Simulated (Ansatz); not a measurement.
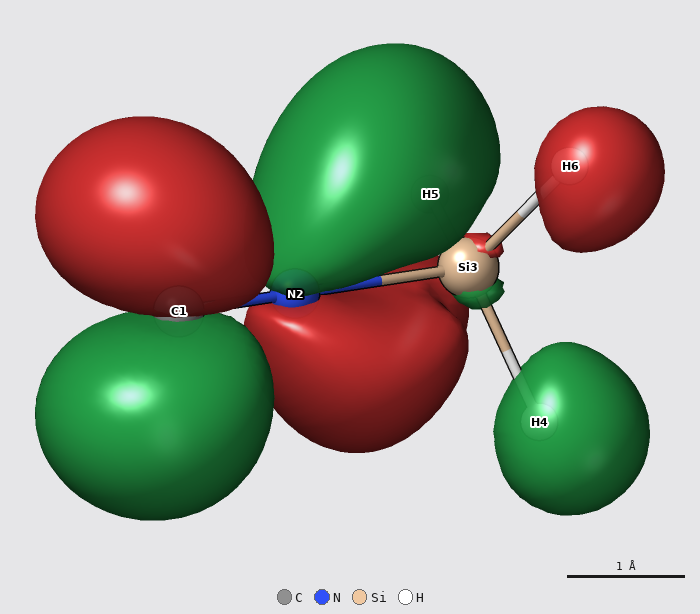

*CH3NSi. The LUMO at ±0.1 Å⁻³ᐟ² (green and red are the two phases), seen at a tilt.*

Geometry: B3LYP-D4/def2-TZVP.

Level of theory: isolated molecule in a Gaussian basis; Kohn-Sham density functional theory, functional PBE0 (Ansatz).

```xyz
6

C    -1.6718   -0.6615   -1.6875
N    -0.9489   -0.4625   -0.7874
Si    0.1302   -0.1696    0.5502
H     1.5040   -0.1331    0.0178
H    -0.2423    1.1233    1.1517
H    -0.0390   -1.2730    1.5123
```

Q: Where does this orbital lie, and at what energy?

A: It lies mainly on C1 (about 45 %), Si3 (about 25 %) and N2 (about 20 %). It is one of a degenerate set, so its orientation is arbitrary. Its energy is −0.33 eV.
